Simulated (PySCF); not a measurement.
**NMR shielding calculation, with input and output: C3H6BFO**

- system: C3H6BFO, SMILES C=CB(F)OC
- method: GIAO PBE0/cc-pVDZ NMR shielding, non-relativistic, gas phase (PySCF 2.14.0)

The geometry comes from this level: GFN2-xTB. Figures and captions count atoms from 1; the log counts them from 0 in places.

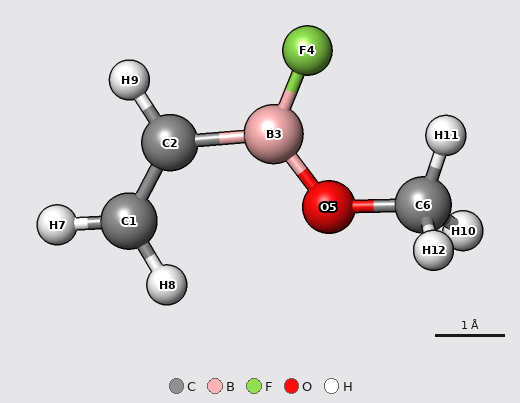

**Figure 1.** The structure as given in the input (ball-and-stick view, seen at a tilt; atoms are numbered from 1 in the order of the input). Bond lengths as drawn: B–C 1.56 Å, B–F 1.35 Å, B–O 1.33 Å, C–C 1.33 Å, C–H 1.08 to 1.09 Å and C–O 1.41 Å.

### Input file
```
{"job": {"kind": "nmr", "xc": "PBE0", "basis": "cc-pVDZ", "pop": false}, "charge": 0, "multiplicity": 1}
C      2.270671     0.428622    -0.216304
C      1.538237    -0.671217    -0.084915
B     -0.017908    -0.681263     0.056691
F     -0.653472    -1.864556     0.184203
O     -0.726433     0.443837     0.054428
C     -2.130625     0.516156     0.177120
H      3.344896     0.404072    -0.312184
H      1.808003     1.401515    -0.231785
H      2.041467    -1.630804    -0.073759
H     -2.527644     1.008512    -0.712950
H     -2.578842    -0.473772     0.278957
H     -2.367153     1.118213     1.056786
```

The first line tells a small driver script what to run in PySCF; the rest is the geometry in Å.

Machine: 1 CPU thread, shared host.

Command:
```bash
OMP_NUM_THREADS=1 python <driver script> task.json out
```

### The program's output
```
coarse grid: 10240 points
cycle   1  E = -317.4977409761  dE =  6.885e-01  |g| = 6.808e-01  |ddm| = 6.537e+00
cycle   2  E = -317.4335513795  dE =  6.419e-02  |g| = 9.204e-01  |ddm| = 2.027e+00
cycle   3  E = -317.5832293421  dE = -1.497e-01  |g| = 9.071e-02  |ddm| = 1.115e+00
cycle   4  E = -317.5847893567  dE = -1.560e-03  |g| = 3.281e-02  |ddm| = 1.590e-01
cycle   5  E = -317.5849694035  dE = -1.800e-04  |g| = 1.035e-02  |ddm| = 4.663e-02
cycle   6  E = -317.5849892601  dE = -1.986e-05  |g| = 2.338e-03  |ddm| = 1.660e-02
cycle   7  E = -317.5849904984  dE = -1.238e-06  |g| = 3.789e-04  |ddm| = 3.828e-03
final grid: 99880 points
cycle   8  E = -317.5897863283  dE = -2.855e-05  |g| = 8.960e-03  |ddm| = 5.323e-02
cycle   9  E = -317.5897750897  dE =  1.124e-05  |g| = 1.204e-02  |ddm| = 2.908e-02
cycle  10  E = -317.5898037716  dE = -2.868e-05  |g| = 1.545e-03  |ddm| = 1.574e-02
cycle  11  E = -317.5898042917  dE = -5.201e-07  |g| = 1.747e-04  |ddm| = 2.434e-03
cycle  12  E = -317.5898042971  dE = -5.431e-09  |g| = 7.176e-05  |ddm| = 3.513e-04
cycle  13  E = -317.5898042979  dE = -8.201e-10  |g| = 2.233e-05  |ddm| = 1.024e-04
```

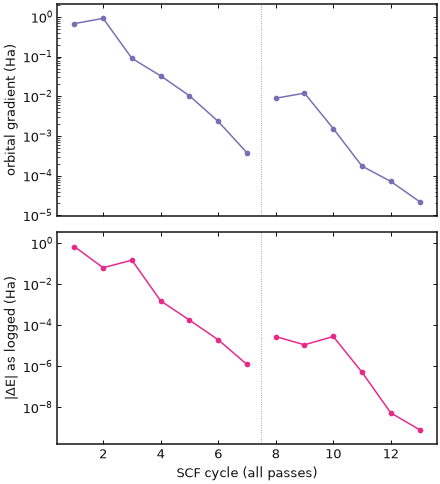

**Figure 2.** Convergence of the self-consistent field: orbital gradient and size of the energy change against the SCF cycle. The dotted line marks the change from a coarse to the final integration grid. The first 7 cycles use a coarse grid, the final grid takes over at cycle 8, and the field converges after 13 cycles in all.

```
converged SCF energy = -317.5898042979

GIAO shielding tensors (ppm)
atom      isotropic    diamagn.    paramagn.     s11        s22        s33       span
  0 C       59.829     256.399    -196.570    -63.059     59.439    183.106    246.165
  1 C       69.583     252.841    -183.258    -38.674     62.710    184.714    223.388
  2 B       91.117     209.774    -118.657     76.512     98.043     98.797     22.285
  3 F      289.797     463.614    -173.817    142.597    297.658    429.136    286.539
  4 O      246.563     384.317    -137.754    116.909    268.064    354.717    237.808
  5 C      149.456     243.195     -93.739    120.752    131.847    195.771     75.019
  6 H       25.396      28.610      -3.213     22.257     25.418     28.514      6.257
  7 H       25.167      34.726      -9.560     21.553     24.453     29.493      7.940
  8 H       25.669      30.338      -4.669     23.421     25.112     28.474      5.053
  9 H       28.044      28.795      -0.751     23.931     26.140     34.061     10.130
 10 H       27.094      29.273      -2.178     22.656     26.634     31.994      9.338
 11 H       28.044      28.756      -0.713     23.929     26.144     34.059     10.129
```

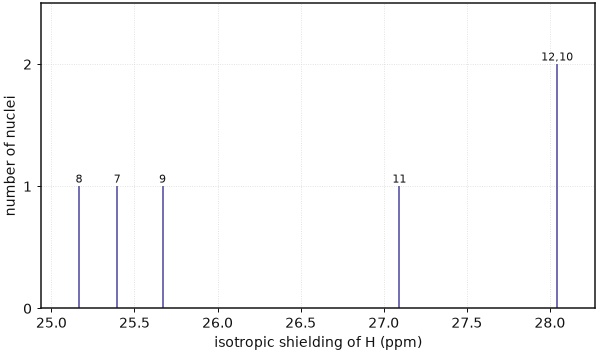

**Figure 3.** Isotropic shieldings of the hydrogen nuclei in this fixed geometry, labelled by atom number; shielding grows to the right, so chemical shift grows to the left. The least shielded is H8 (25.2 ppm), the most shielded H10 (28.0 ppm).

### Results in brief

```json
{"quantity": "outcome", "value": "converged"}
{"quantity": "total energy", "value": "−317.589804 hartree"}
{"quantity": "HOMO", "value": "−7.79 eV"}
{"quantity": "LUMO", "value": "−0.63 eV"}
{"quantity": "dipole moment", "value": "1.19 D"}
{"quantity": "isotropic shielding, C", "value": "59.8 to 149.5 ppm"}
{"quantity": "isotropic shielding, B", "value": "91.1 ppm"}
{"quantity": "isotropic shielding, F", "value": "289.8 ppm"}
{"quantity": "isotropic shielding, O", "value": "246.6 ppm"}
{"quantity": "isotropic shielding, H", "value": "25.2 to 28.0 ppm"}
{"quantity": "wall time", "value": "6.7 s"}
{"quantity": "peak memory", "value": "0.55 GiB"}
```
